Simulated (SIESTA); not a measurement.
**How far to go with the k-point mesh: PbBrF (P4mm, 6 atoms in the cell)**

```
PbBrF
1.0
    4.19761     0.00000     0.00000
    0.00000     4.19761     0.00000
    0.00000     0.00000     7.68533
Pb Br F
2 2 2
Direct
  0.00000   0.50000   0.81591
  0.50000   0.00000   0.19060
  0.50000   0.00000   0.65273
  0.00000   0.50000   0.34727
  0.50000   0.50000   0.00000
  0.00000   0.00000   0.00000
```

Method: GGA PBEsol, numerical atomic orbitals DZP, PseudoDojo PBEsol standard norm-conserving potentials (rewritten from UPF to PSML) in SIESTA.

Base settings: XC.functional = GGA; XC.authors = PBEsol; potentials = PseudoDojo PBEsol standard; PAO.BasisSize = DZP; PAO.EnergyShift = 0.005 Ry; MeshCutoff = 300 Ry; kgrid.MonkhorstPack = 3 3 2; OccupationFunction = FD; ElectronicTemperature = 580.23 K; MaxSCFIterations = 150.

The second cell is the first with its lattice scaled by 0.98.

Only quantities that move along the ladder and can be compared are tabulated.

Core times come from one kind of shared machine, to one figure; runs under 30 s give none.

The starting cell comes from a database of computed structures (which also holds hypothetical and non-ambient phases and stackings), without a prior relaxation at this level. Its lattice was rescaled by up to half a per cent. One atom was moved a little off its site on purpose. Spin-orbit coupling is off. Values carry the incompleteness of an atom-centred basis.

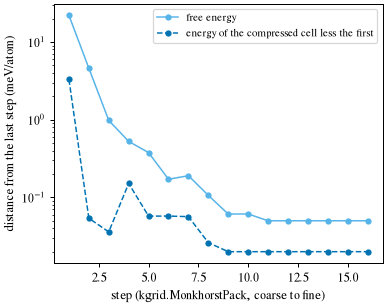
Figure. Distance from the last step along the ladder; very small values are drawn at a floor.

```csv
kgrid.MonkhorstPack,free energy less the last step's (meV/atom),energy of the compressed cell less the first (meV/atom),pressure (GPa),largest difference of a force vector from the last step's (eV/Å),gap on the mesh (eV),core time / last (rough)
2 2 1,21.98,3.80,-1.37,0.174,3.556,0.1
3 3 2,4.60,0.45,-1.76,0.032,2.309,0.1
4 4 2,0.98,0.46,-1.76,0.006,2.320,0.1
4 4 3,0.53,0.35,-1.77,0.006,2.615,0.2
5 5 3,0.38,0.44,-1.76,0.002,2.614,0.2
6 6 3,0.17,0.44,-1.76,0.001,2.615,0.2
6 6 4,0.19,0.44,-1.76,0.001,2.321,0.2
7 7 4,0.11,0.47,-1.76,0.000,2.321,0.2
8 8 4,0.06,0.48,-1.76,0.000,2.321,0.3
8 8 5,0.06,0.48,-1.76,0.000,2.432,0.2
9 9 5,0.04,0.49,-1.76,0.000,2.432,0.2
10 10 6,0.02,0.49,-1.76,0.000,2.321,0.4
11 11 6,0.02,0.50,-1.76,0.000,2.321,0.4
13 13 7,0.01,0.50,-1.76,0.000,2.379,0.4
14 14 8,0.00,0.50,-1.76,0.000,2.321,0.6
15 15 9,0.00,0.50,-1.76,0.000,2.356,0.7
17 17 10,0.00,0.50,-1.76,0.000,2.321,1
```

Coarsest kgrid.MonkhorstPack that holds the energy of the compressed cell less the first within 0.2 meV/atom of the last step, with all finer ones: 3 3 2, at about 0.1 of the last step's time; the step before is off by 3.3 meV/atom.

Coarsest kgrid.MonkhorstPack that holds the forces within 0.01 eV/Å of the last step, with all finer ones: 4 4 2, at about 0.1 of the last step's time; the step before is off by 0.032 eV/Å.

Coarsest kgrid.MonkhorstPack that holds the free energy within 5 meV/atom of the last step, with all finer ones: 3 3 2, at about 0.1 of the last step's time; the step before is off by 22 meV/atom.

The energy difference between the two cells stays within 1 meV/atom of the last step's from 3 3 2 on, the total only from 4 4 2 on: much of the error is common to both cells and cancels.

The gap on the mesh jumps up and down from mesh to mesh; it is no smooth measure of convergence.
